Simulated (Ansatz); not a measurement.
# MP2/STO-3G run of PH3S (SMILES [PH3]=S)

What is the vertical singlet–triplet gap of PH3S at MP2/STO-3G? 

Program for the calculation: Ansatz 0.2.0.

47 further runs of the same task are left out: 47 set aside as unsound or not needed.

## (1) The molecule

PH3S: 5 atoms, total charge 0, spin state singlet. As SMILES, `[PH3]=S`. Geometry: relaxed at GFN2-xTB.

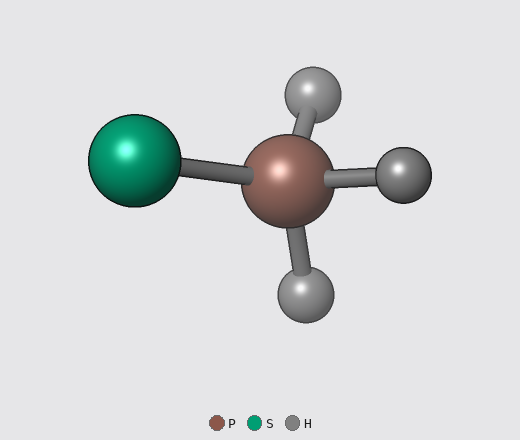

The structure, seen from a chosen angle (phosphorus brown, sulfur teal, hydrogen grey).

## (2) The energy at MP2/STO-3G

Contents of molecule.yaml:

```yaml
crystal:
  periodic: [false, false, false]
  atoms:
    - {symbol: P, position_ang: [0.007920, -0.006600, 0.007660]}
    - {symbol: S, position_ang: [1.261690, -0.941140, 1.111260]}
    - {symbol: H, position_ang: [-1.166840, 0.461930, 0.594540]}
    - {symbol: H, position_ang: [-0.532470, -0.676580, -1.089190]}
    - {symbol: H, position_ang: [0.429710, 1.162380, -0.624270]}
basis:
  gaussian:
    orbitals: STO-3G
correlation:
  method: mp2
  frozen_orbitals: {H: 0, P: 5, S: 5}
accuracy: high
```

Run with:

```console
$ ansatz run molecule.yaml --threads 1 --pin off --max-ram 2610MiB --events-out events.jsonl --progress --plain --runs-dir runs
```

The log of the run:

```text
Warning: RAYON_NUM_THREADS=1 ignored (pool sized by the plan → 1); use --threads N
Functional definition: HF
  name "HF"
  exchange = exact_x
  correlation = 0
365 factors; integrals over basis functions are off by at most 2.7e-8 eV
mean field evaluation 1: about -19908.4166 eV, gradient 2.4e1 eV
mean field evaluation 2: about -19908.4446 eV, gradient 2.4e1 eV
mean field evaluation 4: about -19911.3775 eV, gradient 1.7e0 eV
mean field evaluation 8: about -19911.4048 eV, gradient 3.4e-6 eV
mean field -19911.40478389 eV, -731.7306293730 hartree, gradient 5.7e-8 eV, S^2 0.000000; 0 other end points of the search recorded, 0 dependent functions left out
10 core orbitals not correlated: weight in the atoms' cores, before any rotation towards them, 1.000 or more for the frozen orbitals, at most 0.000 for the correlated occupied ones
reference -19911.40478389 eV, -731.7306293730 hartree; 7, 7 occupied and 4, 4 virtual orbitals, 365 factors
second order -1.65037516 eV of doubles, -0.00000000 eV of singles
Total energy: -19913.05515905 eV, -731.7912795416 hartree
```

It took 0.12 s on 1 thread of Intel Xeon 6975P-C (Granite Rapids), shared host.

## (3) The triplet, same level

Contents of in.yaml:

```yaml
crystal:
  periodic: [false, false, false]
  atoms:
    - symbol: P
      position_ang: [0.007920, -0.006600, 0.007660]
    - symbol: S
      position_ang: [1.261690, -0.941140, 1.111260]
    - symbol: H
      position_ang: [-1.166840, 0.461930, 0.594540]
    - symbol: H
      position_ang: [-0.532470, -0.676580, -1.089190]
    - symbol: H
      position_ang: [0.429710, 1.162380, -0.624270]
basis:
  gaussian: {orbitals: STO-3G}
magnetization: {spin_polarized: true, initial_magnetization: 2}
correlation: {method: mp2, frozen_orbitals: {H: 0, P: 5, S: 5}}
accuracy: high
```

Run with:

```console
$ ansatz run in.yaml --threads 1 --pin off --max-ram 2610MiB --events-out events.jsonl --progress --plain --runs-dir runs
```

The log of the run, cut to the lines that bear on the results:

```text
Warning: RAYON_NUM_THREADS=1 ignored (pool sized by the plan → 1); use --threads N
[... 2 set-up lines as earlier in the session ...]
[...]
365 factors; integrals over basis functions are off by at most 2.7e-8 eV
[...]
mean field -19905.78749339 eV, -731.5241977548 hartree, gradient 2.4e-8 eV, S^2 2.004511; 7 other end points of the search recorded, 0 dependent functions left out
10 core orbitals not correlated: weight in the atoms' cores, before any rotation towards them, 1.000 or more for the frozen orbitals, at most 0.000 for the correlated occupied ones
reference -19905.78749339 eV, -731.5241977548 hartree; 8, 6 occupied and 3, 5 virtual orbitals, 365 factors
second order -1.26198648 eV of doubles, -0.00000000 eV of singles
Total energy: -19907.04947987 eV, -731.5705749025 hartree
```

Wall time 0.42 s (1 thread of Intel Xeon 6975P-C (Granite Rapids), shared host).

## (4) Summary of results

Level: MP2/STO-3G, 10 core orbitals frozen.

| quantity | value |
| --- | --- |
| singlet: total energy | -731.79128 Eh |
| singlet: correlation energy (10 core orbitals frozen) | -60.7 mEh |
| triplet: total energy | -731.57057 Eh |
| triplet: correlation energy (10 core orbitals frozen) | -46.4 mEh |
| triplet: ⟨S²⟩ of the reference determinant | 2.005 |
| vertical energy of the triplet above the singlet | 6.006 eV |

In words: At this shape the triplet lies 6.01 eV (138 kcal/mol) above the singlet. In a minimal basis such a difference can be off by several eV, whatever the method.
